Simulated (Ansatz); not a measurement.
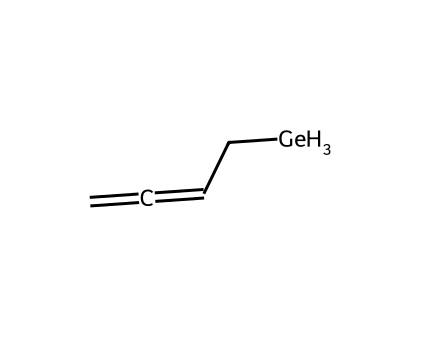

Source: calculation with Ansatz.

2D structure.

### Transcribe the drawing into SMILES.

C=C=C[CH2][GeH3]

### Give the formula, hydrogens included.

C4H8Ge.

### An optimisation with PBE0-D4/def2-TZVP gave a structure of which point group?

C1. Other conformers may differ.
